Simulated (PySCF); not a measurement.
**CsO (doublet): density, localisation and related maps**

| atom | x (Å) | y (Å) | z (Å) |
| --- | --- | --- | --- |
| Cs | 0.0000 | 0.0000 | -0.2755 |
| O | 0.0000 | 0.0000 | 2.2895 |

Core potentials replace the inner electrons of Cs.

These are results of PBE0/def2-SVP, non-relativistic Hamiltonian with scalar-relativistic core potentials where named, at a bond length of 2.565 Å in PySCF 2.14.0, not measurements.

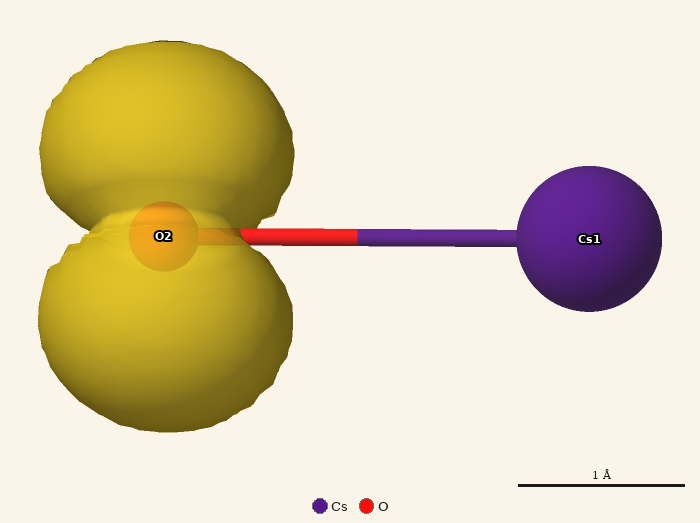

Figure 1. Isosurface of the spin density at +0.05 e/Å³ (yellow), seen from one side.

> Describe the spin distribution.

The unpaired spin (1 electron) lies mostly on O2 (about 1.0), in electrons by Hirshfeld's partition.

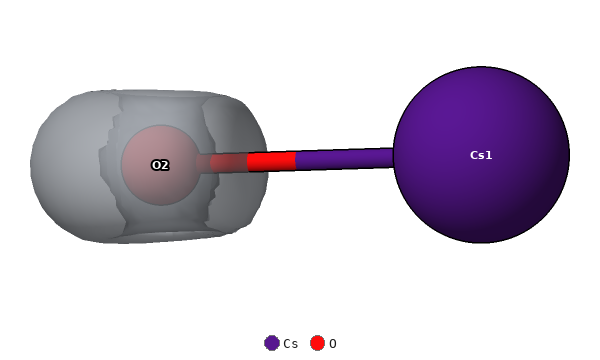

Figure 2. Isosurface of the electron localisation function at 0.8 (grey), seen from one side. Only the valence region is drawn (cores and ρ < 0.01 e/Å³ removed).

> What do the ELF domains correspond to?

The ELF exceeds this value in one region wrapped around O (its valence shell).


Cs–O (2.56 Å): the ELF is about 0.20 at the midpoint: a closed-shell, largely ionic contact.

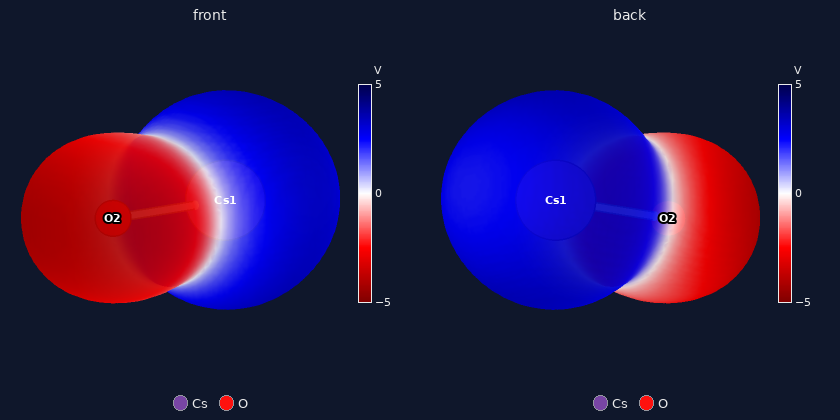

Figure 3. The electrostatic potential painted on the density surface at 0.004 e/bohr³, seen from the front and from behind; red is negative and blue positive.

> Which sites attract a positive test charge, and which a negative one?

A positive charge is drawn to the negative regions and a negative charge to the positive ones. The most negative region (about −4.1 V, or −95 kcal/mol for a unit charge) lies over O2, the most positive (about +3.4 V, or +78 kcal/mol for a unit charge) over Cs1. O2 is the likeliest acceptor of a hydrogen bond.

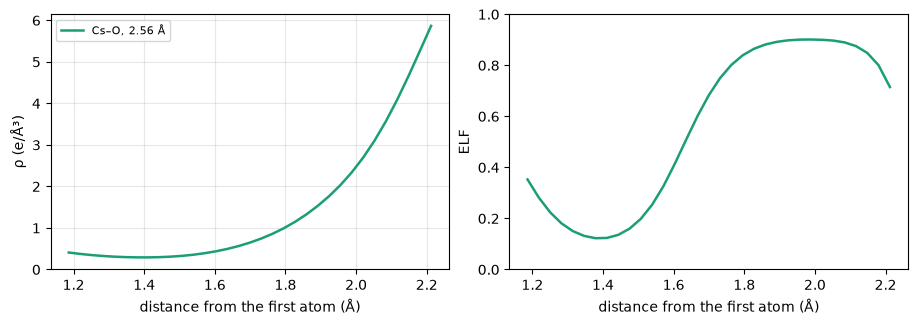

Figure 4. Electron density and ELF along straight lines between neighbouring atoms. The curves leave out the atomic cores.

> What kind of bonding do the profiles show?

Cs–O (2.56 Å): ρ at the midpoint is about 0.33 e/Å³, with its minimum of 0.29 e/Å³ about 1.4 Å from Cs; the ELF is about 0.20 at the midpoint; an ionic contact with no shared pair.
